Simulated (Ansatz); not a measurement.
## Nudged elastic band, with input and output: BNH₃Cl

The run: nudged elastic band of BNH₃Cl. Method and program: RKS B3LYP-D4/def2-SVP (Ansatz 0.2.0).

It belongs to a series of runs on one base structure; here: band between the two ends. Figures and captions count atoms from 1; the log counts them from 0 in places.

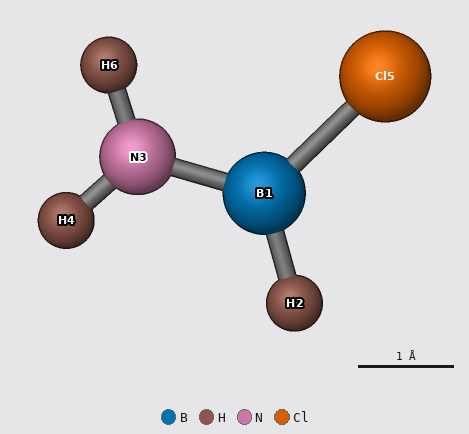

Figure 1. The structure as given in the input (ball-and-stick view, seen on its broad side; atoms are numbered from 1 in the order of the input).

Summary

| quantity | value |
| --- | --- |
| outcome | converged |
| barrier, forward | 3.454 eV |
| barrier, backward | 1.436 eV |
| hardware | 1 thread of Arm Neoverse V1, 24 GiB of memory available, shared host |
| wall time | 2.9 min |
| peak memory | 0.12 GiB |

Remarks

The order of the saddle point was not checked.

The input
```yaml
crystal:
  periodic: [false, false, false]
  atoms:
    - { symbol: B, position_ang: [-0.570283, 0.173413, -0.205477] }
    - { symbol: H, position_ang: [-0.867819, 0.720452, -1.233954] }
    - { symbol: "N", position_ang: [0.7503, -0.137832, 0.087613] }
    - { symbol: H, position_ang: [1.5102, 0.080716, -0.545788] }
    - { symbol: Cl, position_ang: [-1.859197, -0.238306, 0.953297] }
    - { symbol: H, position_ang: [1.036898, -0.598443, 0.944409] }
basis:
  gaussian: { orbitals: def2-SVP }
hamiltonian:
  xc: b3lyp
  dispersion: d4
neb:
  order_check: false
  images: 7
  f_tol: 0.05
  max_iterations: 60
  final_atoms:
    - { symbol: B, position_ang: [-0.83126276, -0.42637145, 1.07162463] }
    - { symbol: H, position_ang: [0.89875293, 1.03012758, -2.30731987] }
    - { symbol: "N", position_ang: [0.38650514, -0.46006048, 0.8306934] }
    - { symbol: H, position_ang: [0.68318489, 0.7276448, -1.64178651] }
    - { symbol: Cl, position_ang: [-2.50548115, -0.37429257, 1.39181502] }
    - { symbol: H, position_ang: [1.36839994, -0.49704788, 0.65507334] }
  initial_path:
    images:
      - { positions_ang: [[-0.570283, 0.173413, -0.205477], [-0.867819, 0.720452, -1.233954], [0.7503, -0.137832, 0.087613], [1.5102, 0.080716, -0.545788], [-1.859197, -0.238306, 0.953297], [1.036898, -0.598443, 0.944409]] }
      - { positions_ang: [[-0.53692402, 0.13169452, -0.13190039], [-0.72712469, 0.70648832, -1.24324352], [0.77693432, -0.16542656, 0.13331391], [1.27117956, 0.15572081, -0.63032495], [-1.89711763, -0.20741386, 0.90431576], [1.11315145, -0.62106323, 0.96793919]] }
      - { positions_ang: [[-0.50356504, 0.08997604, -0.05832377], [-0.58643038, 0.69252463, -1.25253304], [0.80356865, -0.19302113, 0.17901482], [1.03215913, 0.23072562, -0.71486189], [-1.93503826, -0.17652172, 0.85533451], [1.18940491, -0.64368345, 0.99146938]] }
      - { positions_ang: [[-0.47020606, 0.04825756, 0.01525284], [-0.44573607, 0.67856095, -1.26182256], [0.83020297, -0.22061569, 0.22471572], [0.79313869, 0.30573044, -0.79939884], [-1.97295889, -0.14562957, 0.80635327], [1.26565836, -0.66630368, 1.01499957]] }
      - { positions_ang: [[-0.43684708, 0.00653908, 0.08882945], [-0.30504176, 0.66459726, -1.27111208], [0.8568373, -0.24821026, 0.27041663], [0.55411825, 0.38073525, -0.88393578], [-2.01087952, -0.11473743, 0.75737202], [1.34191181, -0.6889239, 1.03852976]] }
      - { positions_ang: [[-0.535451, -0.10168855, 0.33452825], [-0.00409309, 0.75597984, -1.53016403], [0.73925426, -0.30117281, 0.41048583], [0.58638491, 0.46746263, -1.07339846], [-2.13452992, -0.17962622, 0.91598277], [1.34853384, -0.6409549, 0.94266565]] }
      - { positions_ang: [[-0.63405492, -0.20991618, 0.58022704], [0.29685559, 0.84736242, -1.78921598], [0.62167122, -0.35413537, 0.55055502], [0.61865157, 0.55419002, -1.26286114], [-2.25818033, -0.244515, 1.07459352], [1.35515588, -0.59298589, 0.84680155]] }
      - { positions_ang: [[-0.73265884, -0.31814382, 0.82592583], [0.59780426, 0.938745, -2.04826792], [0.50408818, -0.40709792, 0.69062421], [0.65091823, 0.64091741, -1.45232383], [-2.38183074, -0.30940379, 1.23320427], [1.36177791, -0.54501688, 0.75093744]] }
      - { positions_ang: [[-0.83126276, -0.42637145, 1.07162463], [0.89875293, 1.03012758, -2.30731987], [0.38650514, -0.46006048, 0.8306934], [0.68318489, 0.7276448, -1.64178651], [-2.50548115, -0.37429257, 1.39181502], [1.36839994, -0.49704788, 0.65507334]] }
```

Launched with:
```bash
ansatz run input.yaml --threads 1 --pin off --max-ram 2048MiB --backend cpu --events-out ev --progress --plain --runs-dir out
```

Output
```
Engine: ansatz 0.2.0, aarch64-unknown-linux-gnu
Functional definition: B3LYP
  parameter a0 = 0.2
  parameter ax = 0.72
  parameter ac = 0.81
  exchange = (1 - a0 - ax)*slater_x + ax*b88_x + a0*exact_x
  correlation = (1 - ac)*vwn_rpa_c + ac*lyp_c
658 factors; integrals over basis functions are off by at most 3.7e-4 eV
mean field evaluation 1: about -14730.0173 eV, gradient 5.0e1 eV
mean field evaluation 2: about -14721.9354 eV, gradient 7.5e1 eV
mean field evaluation 4: about -14735.1527 eV, gradient 2.3e0 eV
mean field evaluation 8: about -14735.1682 eV, gradient 1.9e-2 eV
mean field -14735.16823165 eV, -541.5074446573 hartree, gradient 1.6e-5 eV, S^2 0.000000; 0 other end points of the search recorded, 0 dependent functions left out
the calculation of the forces begins
reference -14735.16843085 eV, -541.5074519779 hartree; 16, 16 occupied and 45, 45 virtual orbitals, 658 factors
657 factors; integrals over basis functions are off by at most 4.9e-4 eV
mean field evaluation 16: about -14695.8871 eV, gradient 1.2e2 eV
mean field -14733.16172672 eV, -541.4337069612 hartree, gradient 2.9e-5 eV, S^2 0.000000; 0 other end points of the search recorded, 0 dependent functions left out
[... from here on the field's lines of each further geometry are left out, up to the last ...]
NEB iter   1: max|band force component| = 1.573e1 eV/Å  barrier→ = 4.0726 eV  barrier← = 2.0554 eV  Δτ_max = 0.1984 Å  (215 SCF iters)
NEB iter   2: max|band force component| = 1.878e0 eV/Å  barrier→ = 3.6650 eV  barrier← = 1.6478 eV  Δτ_max = 0.2000 Å  (187 SCF iters)
NEB iter   3: max|band force component| = 2.021e0 eV/Å  barrier→ = 3.6866 eV  barrier← = 1.6694 eV  Δτ_max = 0.1027 Å  (185 SCF iters)
NEB iter   4: max|band force component| = 3.586e0 eV/Å  barrier→ = 3.6690 eV  barrier← = 1.6517 eV  Δτ_max = 0.0501 Å  (177 SCF iters)
NEB iter   5: max|band force component| = 1.099e0 eV/Å  barrier→ = 3.5435 eV  barrier← = 1.5263 eV  Δτ_max = 0.1002 Å  (171 SCF iters)
NEB iter   6: max|band force component| = 1.134e0 eV/Å  barrier→ = 3.4469 eV  barrier← = 1.4297 eV  Δτ_max = 0.0506 Å  (183 SCF iters)
NEB iter   7: max|band force component| = 5.953e-1 eV/Å  barrier→ = 3.3749 eV  barrier← = 1.3576 eV  Δτ_max = 0.0989 Å  (161 SCF iters)
NEB iter   8: max|band force component| = 6.607e-1 eV/Å  barrier→ = 3.2387 eV  barrier← = 1.2215 eV  Δτ_max = 0.0506 Å  (177 SCF iters)
NEB iter   9: max|band force component| = 1.350e0 eV/Å  barrier→ = 3.1547 eV  barrier← = 1.1375 eV  Δτ_max = 0.0250 Å  (170 SCF iters)
NEB iter  10: max|band force component| = 6.125e-1 eV/Å  barrier→ = 3.1300 eV  barrier← = 1.1128 eV  CI = image 3  Δτ_max = 0.0505 Å  (160 SCF iters)
NEB iter  11: max|band force component| = 6.647e-1 eV/Å  barrier→ = 3.2256 eV  barrier← = 1.2084 eV  CI = image 3  Δτ_max = 0.0503 Å  (162 SCF iters)
NEB iter  12: max|band force component| = 7.063e-1 eV/Å  barrier→ = 3.3087 eV  barrier← = 1.2914 eV  CI = image 3  Δτ_max = 0.0503 Å  (163 SCF iters)
NEB iter  13: max|band force component| = 5.580e-1 eV/Å  barrier→ = 3.3914 eV  barrier← = 1.3742 eV  CI = image 3  Δτ_max = 0.1013 Å  (163 SCF iters)
NEB iter  14: max|band force component| = 1.201e0 eV/Å  barrier→ = 3.5036 eV  barrier← = 1.4864 eV  CI = image 3  Δτ_max = 0.0499 Å  (175 SCF iters)
NEB iter  15: max|band force component| = 3.449e-1 eV/Å  barrier→ = 3.4636 eV  barrier← = 1.4464 eV  CI = image 3  Δτ_max = 0.0438 Å  (166 SCF iters)
NEB iter  16: max|band force component| = 2.111e-1 eV/Å  barrier→ = 3.4570 eV  barrier← = 1.4398 eV  CI = image 3  Δτ_max = 0.0140 Å  (152 SCF iters)
NEB iter  17: max|band force component| = 1.811e-1 eV/Å  barrier→ = 3.4540 eV  barrier← = 1.4368 eV  CI = image 3  Δτ_max = 0.0187 Å  (144 SCF iters)
the calculation of the forces begins
reference -14733.15354097 eV, -541.4334061403 hartree; 16, 16 occupied and 45, 45 virtual orbitals, 656 factors
659 factors; integrals over basis functions are off by at most 1.1e-3 eV
mean field evaluation 896: about -14731.6157 eV, gradient 6.0e0 eV
mean field -14731.71017441 eV, -541.3803633979 hartree, gradient 4.3e-5 eV, S^2 0.000000; 1 other end points of the search recorded, 0 dependent functions left out
the calculation of the forces begins
reference -14731.71037182 eV, -541.3803706524 hartree; 16, 16 occupied and 45, 45 virtual orbitals, 659 factors
NEB iter  18: max|band force component| = 4.961e-2 eV/Å  barrier→ = 3.4535 eV  barrier← = 1.4363 eV  CI = image 3  Δτ_max = 0.0000 Å  (324 SCF iters)
```

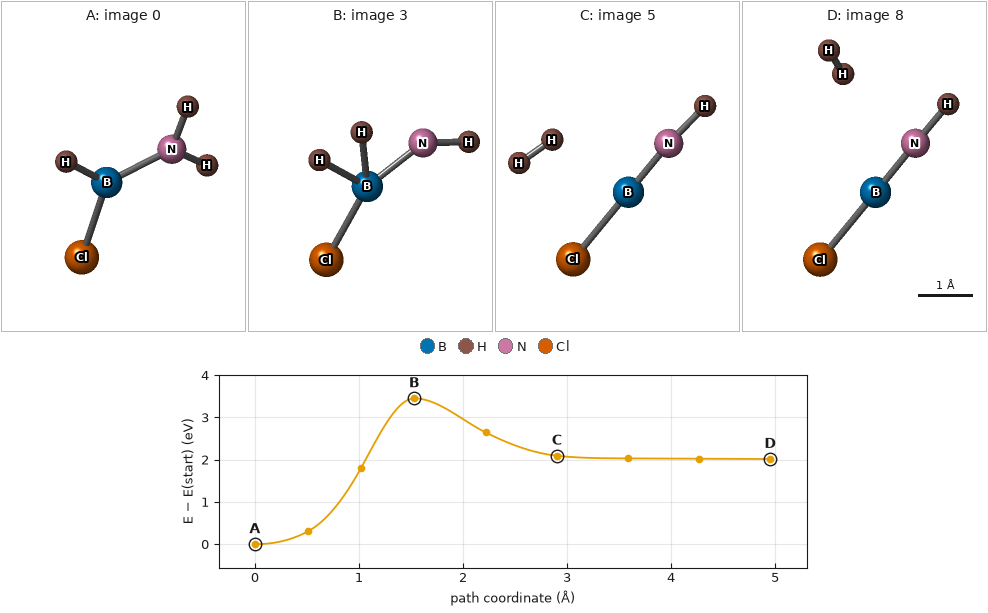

Figure 2. Images of the last band (counted from 0; ball-and-stick, seen at a tilt) above the energy along the path; the line is a cubic interpolation that uses the forces. The highest image is number 3, 3.454 eV above the start and 1.436 eV above the end (the climbing image); the end lies 2.017 eV above the start. The path is 4.96 Å long. The band converged in 18 iterations.

```
Total energy: -14731.85088640 eV, -541.3855344679 hartree
Atom 0 at    -0.368875     0.005856     0.096032 Å, force     0.009817    -0.011849     0.019265 eV/Å
Atom 1 at    -0.398741     0.647055    -1.191594 Å, force     0.003155     0.008198    -0.014285 eV/Å
Atom 2 at     0.918309    -0.254583     0.290315 Å, force    -0.026856     0.002927     0.003331 eV/Å
Atom 3 at     0.483365     0.398033    -0.946316 Å, force     0.007988     0.005733    -0.017170 eV/Å
Atom 4 at    -2.020350    -0.085818     0.685108 Å, force    -0.009844    -0.000634     0.004039 eV/Å
Atom 5 at     1.386392    -0.710543     1.066555 Å, force     0.015739    -0.004375     0.004819 eV/Å
Dipole moment:     0.070995     0.033024    -0.099242 e Å
this run last wrote the band of iteration 18 to [file]
```

The last band as extended XYZ (Å, eV, eV/Å)
```
6
Properties=species:S:1:pos:R:3:forces:R:3 image=0 energy=-14735.30424
B    -0.5703    0.1734   -0.2055   -0.0104   0.0033  -0.0018
H    -0.8678    0.7205   -1.2340    0.0033  -0.0025   0.0037
N     0.7503   -0.1378    0.0876    0.0009   0.0013  -0.0032
H     1.5102    0.0807   -0.5458   -0.0023  -0.0009   0.0016
Cl   -1.8592   -0.2383    0.9533    0.0085   0.0001  -0.0034
H     1.0369   -0.5984    0.9444    0.0000  -0.0014   0.0032
6
Properties=species:S:1:pos:R:3:forces:R:3 image=1 energy=-14734.99757
B    -0.5714    0.1262   -0.1034   -0.2168   0.1458  -0.2519
H    -0.6697    0.6681   -1.1731   -0.4871   0.0983  -0.0718
N     0.7532   -0.1730    0.1670   -0.2232   0.0797  -0.1291
H     1.2381    0.1615   -0.6541    1.1066  -0.2767   0.2988
Cl   -2.0269   -0.1672    0.8457    0.0789  -0.1520   0.3024
H     1.2767   -0.6155    0.9179   -0.2583   0.1049  -0.1484
6
Properties=species:S:1:pos:R:3:forces:R:3 image=2 energy=-14733.48966
B    -0.4948    0.0755   -0.0132   -1.1287   0.6423  -0.9993
H    -0.5010    0.6354   -1.1450   -0.9926  -0.0825   0.4469
N     0.8284   -0.2035    0.2138   -0.8428   0.4453  -0.7022
H     0.8417    0.2622   -0.7651    3.2330  -1.2209   1.6382
Cl   -2.0519   -0.1158    0.7478   -0.2479  -0.2868   0.6552
H     1.3777   -0.6538    0.9619   -0.0210   0.5026  -1.0388
6
Properties=species:S:1:pos:R:3:forces:R:3 image=3 energy=-14731.85069
B    -0.3689    0.0059    0.0960    0.0098  -0.0118   0.0193
H    -0.3987    0.6471   -1.1916    0.0032   0.0082  -0.0143
N     0.9183   -0.2546    0.2903   -0.0269   0.0029   0.0033
H     0.4834    0.3980   -0.9463    0.0080   0.0057  -0.0172
Cl   -2.0204   -0.0858    0.6851   -0.0098  -0.0006   0.0040
H     1.3864   -0.7105    1.0666    0.0157  -0.0044   0.0048
6
Properties=species:S:1:pos:R:3:forces:R:3 image=4 energy=-14732.65836
B    -0.3536   -0.1666    0.4325    0.0029  -0.3401   0.6715
H    -0.3717    0.7737   -1.4520    0.0228   0.2348  -0.4887
N     0.8866   -0.3684    0.5179   -0.0122  -0.2031   0.4072
H     0.3239    0.5550   -1.2118   -0.2827   0.2915  -0.5023
Cl   -2.0481   -0.0253    0.5786   -0.0929   0.1066  -0.1817
H     1.5629   -0.7683    1.1350    0.3621  -0.0896   0.0940
6
Properties=species:S:1:pos:R:3:forces:R:3 image=5 energy=-14733.20984
B    -0.4539   -0.2978    0.7166   -0.0371  -0.0572   0.1294
H    -0.2568    0.9139   -1.7656    0.0235   0.0624  -0.1337
N     0.7572   -0.5249    0.8675   -0.0490  -0.0812   0.1535
H     0.3730    0.6598   -1.4242   -0.0009   0.0512  -0.1002
Cl   -2.1164    0.0154    0.5105   -0.0194   0.0041   0.0000
H     1.6971   -0.7663    1.0953    0.0829   0.0207  -0.0489
6
Properties=species:S:1:pos:R:3:forces:R:3 image=6 energy=-14733.27248
B    -0.5719   -0.3747    0.8975    0.0008  -0.0002   0.0043
H     0.0774    1.0630   -2.1526    0.0059   0.0032  -0.0079
N     0.6472   -0.5821    1.0028   -0.0025  -0.0023   0.0026
H     0.4667    0.7322   -1.5885    0.0005   0.0019  -0.0038
Cl   -2.2438   -0.0817    0.7380   -0.0042  -0.0033   0.0061
H     1.6245   -0.7567    1.1028   -0.0004   0.0008  -0.0012
6
Properties=species:S:1:pos:R:3:forces:R:3 image=7 energy=-14733.28135
B    -0.7120   -0.3987    0.9853   -0.0024  -0.0006   0.0018
H     0.5160    1.0609   -2.2695    0.0075   0.0002  -0.0023
N     0.5214   -0.5256    0.9259   -0.0020   0.0012  -0.0018
H     0.5679    0.7179   -1.5916    0.0012   0.0000  -0.0002
Cl   -2.4057   -0.2166    1.0510   -0.0028  -0.0032   0.0071
H     1.5125   -0.6379    0.8989   -0.0016   0.0025  -0.0046
6
Properties=species:S:1:pos:R:3:forces:R:3 image=8 energy=-14733.28702
B    -0.8313   -0.4264    1.0716    0.0230  -0.0017  -0.0016
H     0.8988    1.0301   -2.3073   -0.0043  -0.0099   0.0210
N     0.3865   -0.4601    0.8307   -0.0263   0.0050  -0.0050
H     0.6832    0.7276   -1.6418    0.0042   0.0096  -0.0204
Cl   -2.5055   -0.3743    1.3918    0.0159  -0.0011  -0.0019
H     1.3684   -0.4970    0.6551   -0.0125  -0.0020   0.0079
```
